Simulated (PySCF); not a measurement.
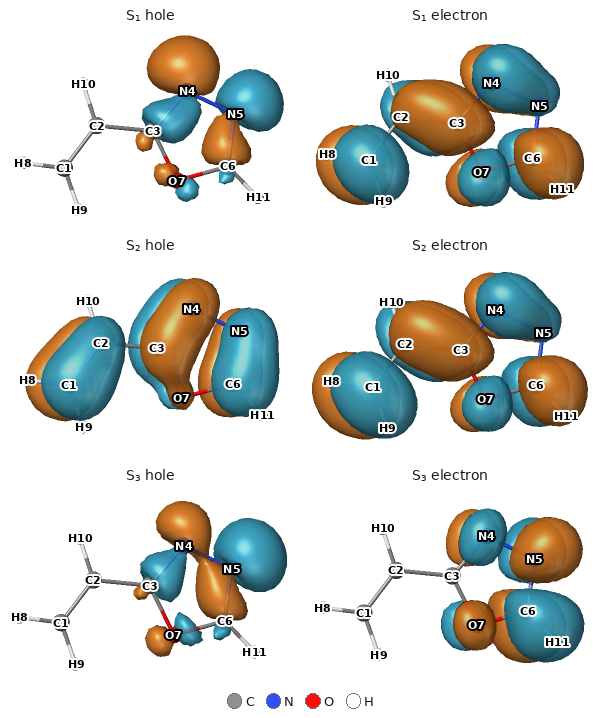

Figure 1: C$_{4}$H$_{4}$N$_{2}$O, SMILES `C=Cc1nnco1`. Leading natural transition orbitals (TDA singlet states).

PySCF calculation, ωB97X/6-311G**, gas phase; geometry: GFN2-xTB. No frequency check shows the geometry to be a minimum. Without diffuse functions Rydberg states are missing, so the states' numbers hold for this basis only.

### Describe these excited states.

By state:
- S₁: 5.63 eV (220 nm), f = 0.001 (very weak), n → π*; the leading pair carries 99 %; hole on N4 (46 %), N5 (34 %) and C3 (8 %), electron on C3 (21 %), N4 (16 %) and C1 and C6 (15 % each); their centroids lie 1.7 Å apart.
- S₂: 6.07 eV (204 nm), f = 0.635 (bright), π → π*; the leading pair carries 96 %; hole on C1 (19 %), C6 (17 %) and N4 (15 %), electron on C1 (20 %), C3 (17 %) and C2 (13 %); their centroids lie 0.4 Å apart.
- S₃: 6.86 eV (181 nm), f = 0.020, n → π*; the leading pair carries 63 %; hole on N5 (44 %), N4 (33 %) and O7 (8 %), electron on C6 (25 %), N5 (24 %) and N4 (14 %) (shares are of the whole state, not of the leading pair alone); their centroids lie 0.9 Å apart.

The PySCF run took 5.3 min on 1 thread of Intel(R) Xeon(R) Platinum 8488C (Sapphire Rapids) (shared host), peak memory 0.8 GiB.
